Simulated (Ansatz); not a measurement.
# C3H3Cl (SMILES ClC1C=C1): what the fields show

The calculation's input:

```
crystal:
  periodic: [false, false, false]
  atoms:
    - {symbol: Cl, position_ang: [-2.034794, -0.503249, -0.535906]}
    - {symbol: C, position_ang: [-0.337578, 0.093716, -0.571569]}
    - {symbol: C, position_ang: [0.297324, 0.556522, 0.663966]}
    - {symbol: C, position_ang: [0.691462, -0.592108, 0.212459]}
    - {symbol: H, position_ang: [-0.161984, 0.537085, -1.546247]}
    - {symbol: H, position_ang: [0.321540, 1.324618, 1.418111]}
    - {symbol: H, position_ang: [1.285231, -1.484584, 0.313485]}
basis:
  gaussian: {orbitals: def2-TZVPP}
hamiltonian: {xc: pbe0, dispersion: d4}
output: {orbitals: {seedname: orbitals}}
```

Command:

```sh
ansatz run in.yaml --threads 2 --pin off --events-out ev --progress --plain --max-ram 4352MiB
```

Geometry: PBE0-D4/def2-TZVP.

These are results of Ansatz 0.2.0, RKS PBE0-D4/def2-TZVPP, not measurements.

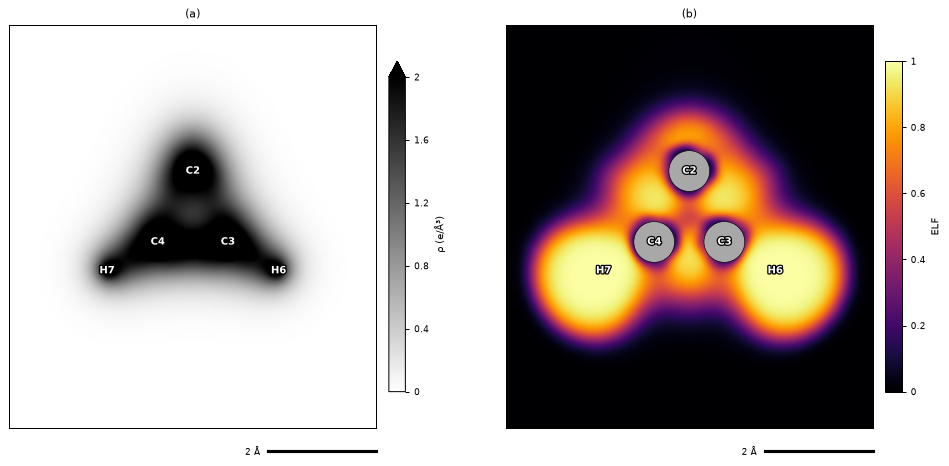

Figure 1. (a) total electron density; (b) electron localisation function on the plane of atoms C4, C3 and H6. Grey discs cover the atomic cores in the ELF map.

Question: What does the map show?

Answer: Atoms in the plane: C and H.
C–C (1.30 Å): the density is about 2.4 e/Å³ at the midpoint; the ELF peaks at about 0.85 between the atoms; a short, multiple covalent bond.
C–H (1.08 Å): ρ is about 2.1 e/Å³ halfway; the ELF climbs to about 1 towards the hydrogen, as it does in any bond to H; an ordinary covalent bond to hydrogen.
C–C (1.46 Å): the density is about 1.7 e/Å³ at the midpoint; the ELF peaks at about 0.85 between the atoms, as expected for a covalent bond.

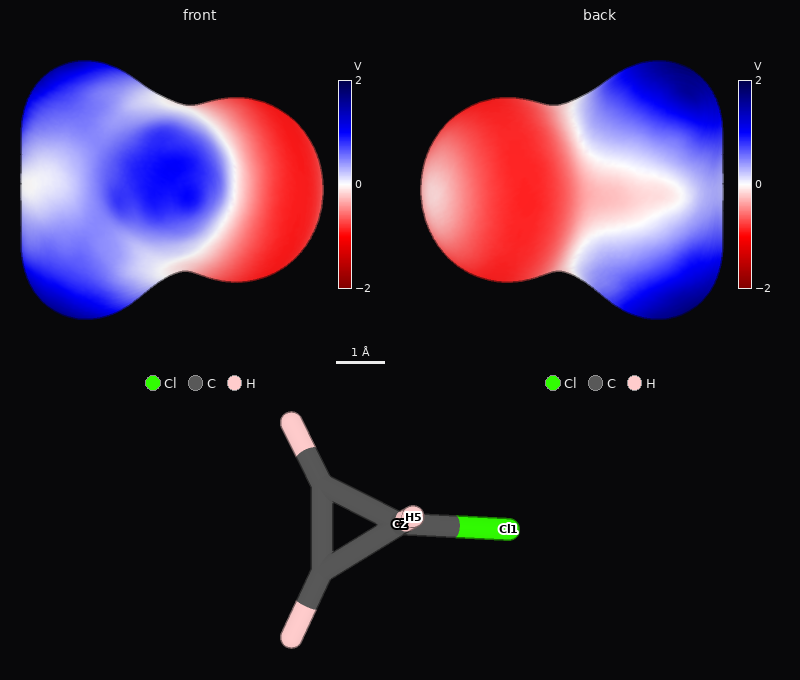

Figure 2. The molecular electrostatic potential painted on the density surface at 0.002 e/bohr³, seen from the front and from behind; red is negative and blue positive. The bare structure is drawn below in the same view.

Question: Describe the electrostatic potential map.

Answer: The most negative region (about −0.9 V, or −21 kcal/mol for a unit charge) lies over Cl1, the most positive (about +1.7 V, or +39 kcal/mol for a unit charge) over H6 and H7.

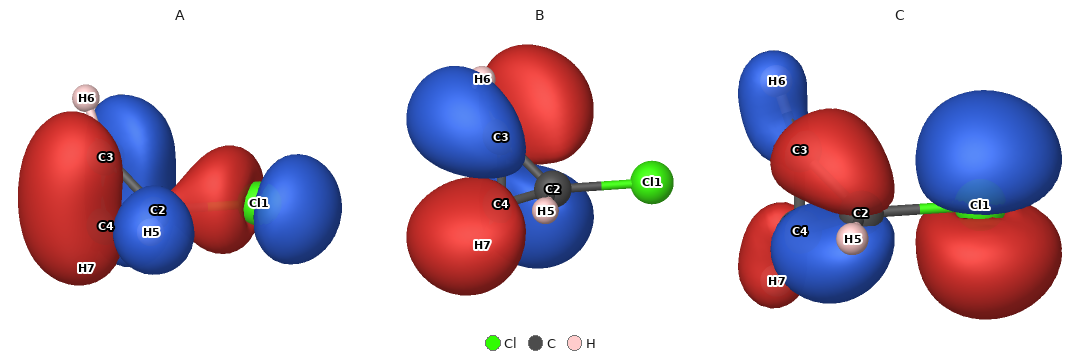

Figure 3. Three frontier orbitals at ±0.1 Å⁻³ᐟ² (red and blue are the two phases), in no order.

Question: Order the three orbitals by energy and name them.

Answer: A is the HOMO−1 (−8.16 eV). Its weight (Hirshfeld) is mainly on C4 (about 30 %), C3 (about 30 %), Cl1 (about 25 %) and C2 (about 10 %). C is the HOMO (−7.83 eV). It lies mainly on Cl1 (about 65 %), C2 (about 15 %), C3 (about 10 %) and C4 (about 10 %). B is the LUMO (−0.53 eV). It lies mainly on C4 (about 40 %), C3 (about 40 %), H6 (about 5 %) and H7 (about 5 %); π-antibonding (π*) across C4–C3.

Question: What is the HOMO–LUMO gap?

Answer: 7.30 eV between the orbital energies.
